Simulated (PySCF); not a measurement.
# Two runs on C$_{4}$H$_{7}$B

System: C$_{4}$H$_{7}$B.
Method of run A: GIAO PBE0/pcSseg-2 NMR shielding, non-relativistic, gas phase (PySCF 2.14.0).

The geometry comes from this level: PBE0-D3(BJ)/def2-SVP. Text and figures count atoms from 1; the logs count them from 0 in places.

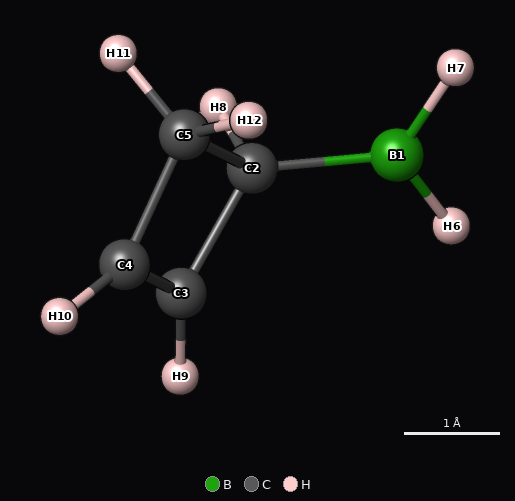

Figure 1. The structure (ball-and-stick view, seen at a tilt; atoms are numbered from 1 in the order of the input). Bond lengths as drawn: B–C 1.55 Å, B–H 1.21 Å, C–C 1.34 to 1.56 Å and C–H 1.09 to 1.12 Å.

The input, run A:
```
{"job": {"kind": "nmr", "xc": "PBE0", "basis": "pcSseg-2", "pop": false}, "charge": 0, "multiplicity": 1}
B      1.629732    -0.097461     0.494128
C      0.175267    -0.275178    -0.013823
C     -1.064698     0.042105     0.791455
C     -1.610158     0.798708    -0.172938
C     -0.471798     0.591244    -1.142777
H      1.913511    -0.347668     1.644290
H      2.516416     0.194116    -0.278135
H      0.237645    -1.356856    -0.302520
H     -1.371594    -0.237439     1.803212
H     -2.534891     1.377936    -0.241215
H     -0.720582     0.045914    -2.068339
H      0.098647     1.494897    -1.415111
```

The first line tells a small driver script what to run in PySCF; the rest is the geometry in Å.

Command:
```bash
OMP_NUM_THREADS=1 python <driver script> task.json out
```

Hardware: 1 CPU thread, shared host.

Output (run A):
```
coarse grid: 9776 points
cycle   1  E = -181.1890559787  dE =  4.877e-01  |g| = 3.491e-01  |ddm| = 2.281e+00
cycle   2  E = -181.1787585238  dE =  1.030e-02  |g| = 4.105e-01  |ddm| = 6.780e-01
cycle   3  E = -181.2226494397  dE = -4.389e-02  |g| = 3.972e-02  |ddm| = 3.481e-01
cycle   4  E = -181.2229916024  dE = -3.422e-04  |g| = 1.189e-02  |ddm| = 3.727e-02
cycle   5  E = -181.2230291113  dE = -3.751e-05  |g| = 3.623e-03  |ddm| = 1.391e-02
cycle   6  E = -181.2230319564  dE = -2.845e-06  |g| = 1.210e-03  |ddm| = 3.661e-03
final grid: 93648 points
cycle   7  E = -181.2286303972  dE = -7.432e-05  |g| = 6.765e-03  |ddm| = 5.517e-02
cycle   8  E = -181.2286227319  dE =  7.665e-06  |g| = 8.787e-03  |ddm| = 1.248e-02
cycle   9  E = -181.2286425250  dE = -1.979e-05  |g| = 8.530e-04  |ddm| = 6.807e-03
cycle  10  E = -181.2286426551  dE = -1.301e-07  |g| = 4.860e-04  |ddm| = 9.866e-04
cycle  11  E = -181.2286427141  dE = -5.904e-08  |g| = 8.292e-05  |ddm| = 3.544e-04
cycle  12  E = -181.2286427158  dE = -1.638e-09  |g| = 1.792e-05  |ddm| = 7.156e-05
cycle  13  E = -181.2286427159  dE = -8.015e-11  |g| = 3.735e-06  |ddm| = 1.858e-05
converged SCF energy = -181.2286427159

GIAO shielding tensors (ppm)
atom      isotropic    diamagn.    paramagn.     s11        s22        s33       span
  0 B       14.945     192.239    -177.295    -53.978    -24.037    122.849    176.826
  1 C      123.965     246.763    -122.798     97.354    127.179    147.363     50.010
  2 C       33.172     255.177    -222.005    -80.167     45.975    133.707    213.874
  3 C       38.350     256.629    -218.279    -72.454     38.724    148.780    221.234
  4 C      144.312     243.666     -99.354    136.767    137.368    158.801     22.034
  5 H       23.802      29.388      -5.586     17.545     26.755     27.105      9.559
  6 H       23.806      29.385      -5.578     17.202     26.707     27.510     10.307
  7 H       28.493      30.115      -1.622     25.120     28.409     31.948      6.827
  8 H       24.575      31.392      -6.817     22.902     24.403     26.420      3.518
  9 H       24.971      30.358      -5.386     23.994     24.609     26.311      2.318
 10 H       28.185      29.084      -0.899     25.737     26.508     32.309      6.573
 11 H       28.252      29.740      -1.487     25.887     26.326     32.544      6.657
```

For run B the input was changed thus:
```diff
-"xc": "PBE0"
+"xc": "CAM-B3LYP"
```

What does this change do to the results?

The total energies belong to different methods, so their difference says nothing on which is more stable or more accurate. The HOMO goes from −7.10 to −8.40 eV. The LUMO goes from −1.34 to −0.28 eV. The dipole moment goes from 0.60 to 0.56 D. Of all shieldings, the largest change is that of B1, by −4.6 ppm. The functional changes from PBE0 to CAM-B3LYP. The SCF takes 12 iterations against 13.

Output (run B):
```
coarse grid: 9776 points
cycle   1  E = -181.3130445947  dE =  6.319e-01  |g| = 2.893e-01  |ddm| = 2.239e+00
cycle   2  E = -181.3239792871  dE = -1.093e-02  |g| = 2.343e-01  |ddm| = 4.897e-01
cycle   3  E = -181.3374652118  dE = -1.349e-02  |g| = 3.931e-02  |ddm| = 2.028e-01
cycle   4  E = -181.3378713175  dE = -4.061e-04  |g| = 7.369e-03  |ddm| = 4.088e-02
cycle   5  E = -181.3378855436  dE = -1.423e-05  |g| = 2.544e-03  |ddm| = 9.384e-03
cycle   6  E = -181.3378872288  dE = -1.685e-06  |g| = 5.696e-04  |ddm| = 2.769e-03
final grid: 93648 points
cycle   7  E = -181.3495627668  dE = -5.087e-05  |g| = 3.400e-03  |ddm| = 4.610e-02
cycle   8  E = -181.3495630787  dE = -3.119e-07  |g| = 3.199e-03  |ddm| = 5.811e-03
cycle   9  E = -181.3495655978  dE = -2.519e-06  |g| = 2.263e-04  |ddm| = 2.630e-03
cycle  10  E = -181.3495656081  dE = -1.029e-08  |g| = 1.031e-04  |ddm| = 3.442e-04
cycle  11  E = -181.3495656102  dE = -2.180e-09  |g| = 4.137e-05  |ddm| = 1.012e-04
cycle  12  E = -181.3495656107  dE = -4.345e-10  |g| = 7.864e-06  |ddm| = 3.413e-05
converged SCF energy = -181.3495656107

GIAO shielding tensors (ppm)
atom      isotropic    diamagn.    paramagn.     s11        s22        s33       span
  0 B       10.313     190.200    -179.886    -60.580    -30.197    121.718    182.298
  1 C      122.995     243.226    -120.231     96.460    126.103    146.421     49.960
  2 C       28.894     252.903    -224.009    -90.496     42.751    134.428    224.924
  3 C       33.755     254.237    -220.482    -83.445     36.159    148.551    231.996
  4 C      143.907     239.308     -95.401    136.318    136.940    158.463     22.144
  5 H       23.947      29.257      -5.309     17.660     26.980     27.201      9.541
  6 H       23.955      29.249      -5.294     17.325     26.854     27.688     10.363
  7 H       28.746      29.868      -1.122     25.315     28.805     32.117      6.803
  8 H       24.645      31.321      -6.675     22.883     24.538     26.515      3.632
  9 H       25.038      30.552      -5.515     23.991     24.720     26.403      2.412
 10 H       28.335      29.312      -0.978     25.914     26.657     32.433      6.519
 11 H       28.417      29.779      -1.362     26.053     26.501     32.696      6.643
```

The two runs side by side:

| quantity | run A | run B |
| --- | --- | --- |
| outcome | converged | converged |
| total energy (hartree) | −181.228643 | −181.349566 |
| HOMO (eV) | −7.10 | −8.40 |
| LUMO (eV) | −1.34 | −0.28 |
| dipole moment (D) | 0.60 | 0.56 |
| shielding of B1 (ppm) | 14.9 | 10.3 |
| shielding of C2 (ppm) | 124.0 | 123.0 |
| shielding of C3 (ppm) | 33.2 | 28.9 |
| shielding of C4 (ppm) | 38.4 | 33.8 |
| shielding of C5 (ppm) | 144.3 | 143.9 |
| shielding of H8 (ppm) | 28.5 | 28.7 |
| shielding of H12 (ppm) | 28.3 | 28.4 |
| SCF iterations | 13 | 12 |
| basis functions | 278 | 278 |
| wall time (shared host) | 37 s | 49 s |
